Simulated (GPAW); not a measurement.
# Quasiparticle gap of WS2 (Tungstenite) in GPAW, part 2 of 2

How does a plane-wave GW calculation on WS2 (Tungstenite) run from the first input to the gap?

GPAW 26.7.0; LDA and many-body steps on it, plane waves. Known limits of the many-body steps: not at the basis limit; no spin-orbit coupling.

So far. Step 3 (Bands along the symmetry lines): The gap is 0.935 eV, −0.154 eV from the run before at this level. Step 4 (Empty states on the mesh, 6×6×6 mesh, 96 bands): On this mesh the gap is 0.942 eV.

**5. Screening and self-energy, 6×6×6 mesh, 86 bands, screening to 80 eV**

G0W0 replaces the xc potential by the self-energy, built once from these orbitals. Only a window of levels is corrected, while the sums run over the empty bands that the input names.

This step: G0W0 on LDA, plane waves, PAW.

Contents of run.py:

```python
import json
import numpy as np
from gpaw.mpi import world
from gpaw.response.g0w0 import G0W0

gw = G0W0('full.gpw',
    filename='gw',
    kpts=[0, 1, 20, 31],
    bands=(11, 15),
    ecut=80,
    nbands=86,
    integrate_gamma='WS',
    ppa=True)
gw.calculate()
res = {mode: {k: v for k, v in r.items() if k != 'sigma_eskwn'}
       for mode, r in gw.all_results.items()}

if world.rank == 0:
    with open('result.json', 'w') as f:
        json.dump(res, f, default=lambda x: x.tolist())
```

The run is started by

```
$ mpirun -n 4 gpaw python run.py
```

Numbers of over 12 decimals in the logs are rounded to 6 here.

Output:

```text
Using integrator: PointIntegrator
FrequencyGridDescriptor(from 0.000+0.000j to 0.000+27.211j eV, 2 points)
Nonperiodic BCs:  [False False False]
Using integrator: PointIntegrator
FrequencyGridDescriptor(from 0.000+0.000j to 0.000+27.211j eV, 2 points)
Nonperiodic BCs:  [False False False]
  ___  _ _ _
 |   || | | |
 | | || | | |
 |__ ||_____|
 |___|

BZ k-points: Symmetries present (total): 6

  [... matrices ...]
216 k-points: 6 x 6 x 6 Monkhorst-Pack grid + [1/12,1/12,1/12]
32 k-points in the irreducible part of the Brillouin zone
       k-points in crystal coordinates                weights
   0:     0.00000000    0.00000000    0.00000000          1/216
   1:     0.16666667    0.00000000   -0.16666667          6/216
   2:     0.16666667    0.00000000    0.00000000          6/216
   3:     0.16666667    0.16666667   -0.16666667          6/216
   4:     0.16666667    0.16666667    0.00000000          6/216
   5:     0.16666667    0.16666667    0.16666667          2/216
   6:     0.33333333   -0.16666667   -0.16666667          6/216
   7:     0.33333333    0.00000000   -0.33333333          6/216
   8:     0.33333333    0.00000000   -0.16666667         12/216
   9:     0.33333333    0.00000000    0.00000000          6/216
          ...
  31:     0.50000000    0.50000000    0.50000000          1/216

Distributing spins, k-points and bands (1 x 4 x 4) over 4 processes
Number of blocks: 1

Quasi particle states:
k-points (IBZ indices): [0, 1, 20, 31]
Band range: (11, 15)
  [... matrices ...]
Computational parameters:
Plane wave cut-off: 80 eV
Number of bands: 86
Coulomb cutoff: None
Broadening: 0.1 eV

fxc modes: GW
Kernel: RPA
Using Godby-Needs plasmon-pole approximation:
  Fitting energy: i*E0, E0 = 1.000 Hartree
Summing all q:

Calculating screened Coulomb potential
No Coulomb truncation
FrequencyGridDescriptor(from 0.000+0.000j to 0.000+27.211j eV, 2 points)
Removing empty qpoint cache files...

Calculating chi0 body with:
    Ground state adapter containing:
    Number of spins: 1
    Number of kpoints: 216
    Number of irreducible kpoints: 32
    Number of completely occupied states: 13
    Number of partially occupied states: 13
    Occupied states memory: 6.5 M / cpu

    Linear response parametrization:
    q_c: [1.3877787807814457e-17, 1.3877787807814457e-17, 1.3877787807814457e-17]
    Number of frequency points: 2
    Planewave cutoff: 80.0
    Number of bands: 86
    Number of planewaves: 87
    Broadening (eta): 1e-06
    comm.size: 4
    kncomm.size: 4
    blockcomm.size: 1

    Memory estimate of potentially large arrays:
        chi0_wGG: 0.230988 M / cpu
Integrating chi0 body.

Symmetries of q_c:
    Direct symmetries (Uq -> q): 6
    Indirect symmetries (TUq -> q): 6
In total 12 allowed symmetries.

  [... matrices ...]
32 groups of equivalent kpoints. 85.185185% reduction.

Integral kind: response function
Integrating chi0 head and wings.

Symmetries of q_c:
    Direct symmetries (Uq -> q): 6
    Indirect symmetries (TUq -> q): 6
In total 12 allowed symmetries.

  [... matrices ...]
32 groups of equivalent kpoints. 85.185185% reduction.

Integral kind: response function wings

Calculating chi0 body with:
    Ground state adapter containing:
    Number of spins: 1
    Number of kpoints: 216
    Number of irreducible kpoints: 32
    Number of completely occupied states: 13
    Number of partially occupied states: 13
[... the further q-points ...]

Results:
f:      Occupation numbers
eps:     KS-eigenvalues [eV]
vxc:     KS vxc [eV]
exx:     Exact exchange [eV]
sigma:   Self-energies [eV]
dsigma:  Self-energy derivatives
Z:       Renormalization factors
qp:      QP-energies [eV]

k-point 0 (0): (0.000, 0.000, 0.000)                GW
band       f     eps     vxc     exx   sigma  dsigma       Z      qp
                                                                   GW
  11   1.000   7.043 -16.497 -18.603   2.105  -0.266   0.790   7.043
  12   1.000   7.345 -17.166 -18.265   1.415  -0.261   0.793   7.596
  13   0.000  10.753 -18.513 -13.705  -3.578  -0.259   0.794  11.730
  14   0.000  10.753 -18.513 -13.705  -3.578  -0.259   0.794  11.730

k-point 1 (1): (0.167, 0.000, -0.167)                GW
band       f     eps     vxc     exx   sigma  dsigma       Z      qp
                                                                   GW
  11   1.000   6.845 -16.850 -19.177   2.314  -0.270   0.787   6.835
  12   1.000   7.021 -18.353 -19.527   1.600  -0.266   0.790   7.357
  13   0.000   9.535 -17.315 -13.058  -3.219  -0.249   0.800  10.365
  14   0.000  10.681 -20.046 -14.904  -3.783  -0.263   0.792  11.756

k-point 2 (20): (0.500, 0.167, -0.167)                GW
band       f     eps     vxc     exx   sigma  dsigma       Z      qp
                                                                   GW
  11   1.000   5.545 -16.892 -19.801   2.844  -0.283   0.779   5.493
  12   1.000   7.885 -18.559 -18.911   0.878  -0.258   0.795   8.302
  13   0.000   9.764 -20.253 -15.790  -3.132  -0.255   0.797  10.823
  14   0.000  11.031 -17.341 -12.157  -3.960  -0.249   0.801  12.012

k-point 3 (31): (0.500, 0.500, 0.500)                GW
band       f     eps     vxc     exx   sigma  dsigma       Z      qp
                                                                   GW
  11   1.000   6.326 -18.677 -20.262   1.948  -0.265   0.791   6.614
  12   1.000   8.593 -19.178 -19.471   0.844  -0.262   0.792   9.030
  13   0.000  10.869 -18.679 -13.819  -3.623  -0.262   0.793  11.850
  14   0.000  10.869 -18.679 -13.819  -3.623  -0.262   0.793  11.850
```

Elapsed: 5.1 min, on 4 MPI ranks of Intel Xeon 6975P-C (Granite Rapids), shared host; peak memory 2.7 GiB.

This step gave:

```
G0W0 gap on the mesh                         : 1.336 eV
least direct G0W0 gap on the computed points : 2.521 eV
Z at the valence top                         : 0.7922
Z at the conduction bottom                   : 0.8003
starting gap on the mesh                     : 0.9419 eV
k of the valence top                         : 0.5, 0.5, 0.5
k of the conduction bottom                   : 0.1667, 0, -0.1667
```

The gap on the mesh goes from 0.94 eV to 1.34 eV, a correction of +0.39 eV. The start differs from the 1.09 eV found before because the two sample other k points.

Limits: finite bands, cutoff and mesh; no spin-orbit coupling. v1 is the top filled band, c1 the lowest empty one. The levels before and after the correction (eV, zero at the valence-band top of each column):

|  | conduction bottom | valence top |
| --- | --- | --- |
| Kohn-Sham | 0.94 | 0.00 |
| G0W0 | 1.34 | 0.00 |

|  | level | energy (eV) |
| --- | --- | --- |
| Kohn-Sham | (0.167 0 -0.167) v2 | -1.748 |
| Kohn-Sham | (0.167 0 -0.167) v1 | -1.572 |
| Kohn-Sham | (0.167 0 -0.167) c1 | 0.942 |
| Kohn-Sham | (0.167 0 -0.167) c2 | 2.088 |
| Kohn-Sham | (0.5 0.5 0.5) v2 | -2.267 |
| Kohn-Sham | (0.5 0.5 0.5) v1 | 0.000 |
| Kohn-Sham | (0.5 0.5 0.5) c1-c2 | 2.276 |
| G0W0 | (0.167 0 -0.167) v2 | -2.195 |
| G0W0 | (0.167 0 -0.167) v1 | -1.673 |
| G0W0 | (0.167 0 -0.167) c1 | 1.336 |
| G0W0 | (0.167 0 -0.167) c2 | 2.727 |
| G0W0 | (0.5 0.5 0.5) v2 | -2.416 |
| G0W0 | (0.5 0.5 0.5) v1 | 0.000 |
| G0W0 | (0.5 0.5 0.5) c1-c2 | 2.820 |

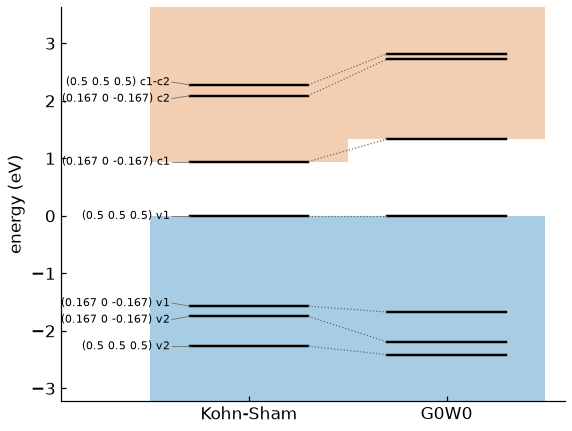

Levels before and after the correction. Shaded: valence and conduction bands.

**6. Where the time went**

Times are wall times on 4 MPI ranks of Intel Xeon 6975P-C (Granite Rapids), shared host, good to a factor of about two.

| step | time | share | memory (GiB) |
| --- | --- | --- | --- |
| ground state | 11 s | 3 % | 0.88 |
| bands along the symmetry lines | 8.7 s | 3 % | 0.9 |
| empty states on the mesh | 13 s | 4 % | 1.4 |
| screening and self-energy | 5.1 min | 90 % | 2.7 |

**7. Summary of results**

```json
{"LDA gap": "0.94 eV, indirect", "G0W0 gap on the mesh": "1.34 eV", "GW settings": "6×6×6 mesh, 86 bands, screening to 80 eV, Godby-Needs plasmon pole", "known limits": "not at the basis limit; no spin-orbit coupling"}
```

G0W0 moves the gap on the mesh from 0.94 eV to 1.34 eV (+0.39 eV), with Z of 0.79 and 0.80 at the edges. The dearest step here is «screening and self-energy». Bands and cutoff are finite, so the gap is not at the basis limit. The miss can reach some tenths of an eV and take either sign; the mesh is an error of its own. These stock PAW sets were not made for GW; the filled d or f shell of W lies in the frozen core, which bears on start and correction. The many-body steps are scalar-relativistic: spin-orbit coupling is not in them.

[Paths, hosts, dates, memory and timing lines, banners, echoed tables and standing remarks are left out of the program output.]

[Logs are printed without paths, hosts, clocks, repeated set-up lines and the standing remarks that a program may print on its own settings, such as how far it seeks lower states.]

[Runs of the session that timed out or met a known fault of the program may be left out.]

[Hosts, paths, dates, database ids (printed as entryN), source tags and the programs' standing remarks are cut or masked in the printed files.]
